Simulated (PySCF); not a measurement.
System: C₅H₄BF₃OS (SMILES FC(F)(F)OBc1cccs1).

Input file:

```
{"job": {"kind": "nmr", "xc": "PBE0", "basis": "pcSseg-1"}, "charge": 0, "multiplicity": 1}
F      3.486823     0.698495     1.057410
C      3.027707     0.152931    -0.081682
F      3.614791     0.817715    -1.078421
F      3.527758    -1.093966    -0.112620
O      1.724165     0.201848    -0.203314
B      0.858527    -0.393410     0.695419
C     -0.625306    -0.230594     0.400318
C     -1.238901     0.432780    -0.642297
C     -2.638817     0.383062    -0.606445
C     -3.103002    -0.320375     0.467162
S     -1.838406    -0.927042     1.442037
H      1.272386    -0.981020     1.622546
H     -0.671711     0.937037    -1.403951
H     -3.277775     0.843777    -1.338092
H     -4.122652    -0.513248     0.737398
```

Launched as:

```sh
OMP_NUM_THREADS=1 python probes_run.py task.json out
```

Geometry: GFN2-xTB.

Method: PBE0/pcSseg-1, SCF density, gas phase, non-relativistic in PySCF.

> What will maps of the electron density and electron localisation function show?

C–O (1.31 Å): the density is about 2.7 e/Å³ at the midpoint; the ELF peaks at about 0.90 between the atoms; a polar covalent bond.
C–F (1.33 Å): the density is about 2.4 e/Å³ at the midpoint; the ELF peaks at about 0.85 between the atoms (a polar covalent bond).
C–C (1.36 Å): ρ is about 2.2 e/Å³ halfway; the ELF peaks at about 0.95 between the atoms, as expected for a covalent bond.
B–O (1.38 Å): the density is about 2 e/Å³ at the midpoint; the ELF peaks at about 0.90 between the atoms, as expected for a shared but strongly polarised pair.

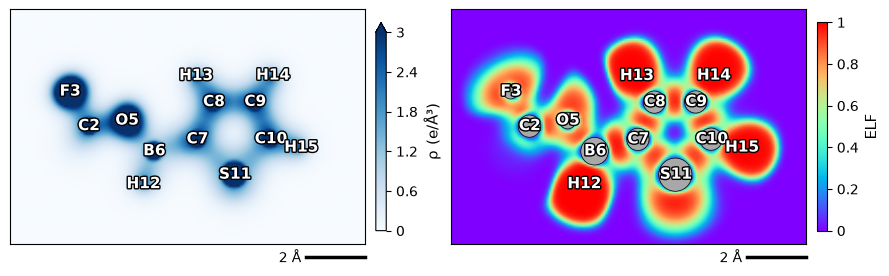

Computed electron density and electron localisation function on the plane of atoms S11, C10 and H15, in this order. Grey discs cover the atomic cores in the ELF map. 
